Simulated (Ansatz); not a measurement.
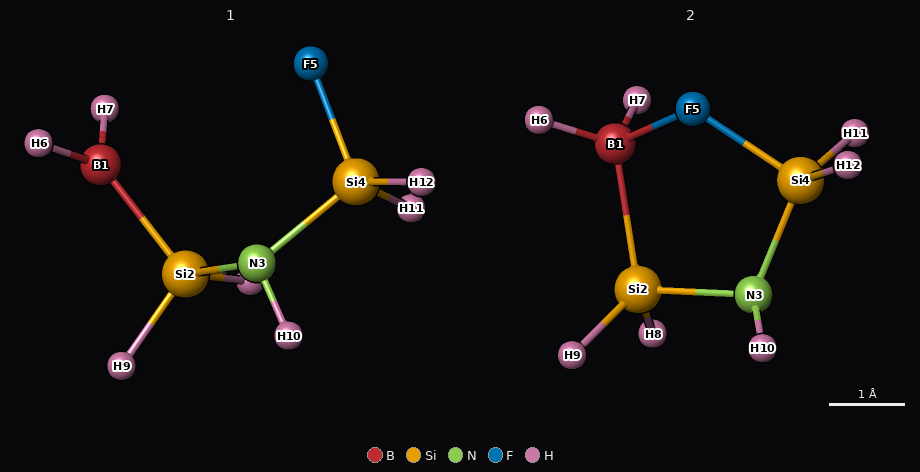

Two geometries of BSi$_{2}$NH$_{7}$F, drawn at one scale. One is the start of a relaxation, the other its converged end. The picture is a ball-and-stick view, seen at a tilt.

These are results of Ansatz, UKS B3LYP-D4/STO-3G, not measurements. Settings: collinear spin; force threshold 0.02 eV/Å; at most 40 steps.

> Which of the two is the end point?

Structure 2 is the relaxed one. The run prepares the start of a later molecular dynamics calculation, from a guessed geometry. The largest move after the best rigid fit is that of F5, 1.22 Å. By element the largest moves are F 1.22 Å, H 1.08 Å, N 0.91 Å, B 0.82 Å, Si 0.25 Å. Near-neighbour distances that change, for instance: B1–F5 3.370 → 1.568 Å, B1–Si4 3.747 → 2.778 Å, B1–Si2 1.876 → 1.999 Å, Si4–H11 1.526 → 1.448 Å. New bonds form: B1–F5 (3.37 → 1.57 Å). Among the angles between lasting bonds that change: Si2–N3–H10 105.3° → 118.7°, B1–Si2–H9 107.4° → 118.6°, B1–Si2–N3 109.3° → 98.2°. Over 17 geometry steps the energy falls by 2.937 eV. Largest force component: 3.5 eV/Å at the start, 0.02 eV/Å at the end. The run took about 80 core-seconds on a shared host.

Limits of the set-up: STO-3G is a minimal basis, so the numbers are rough.
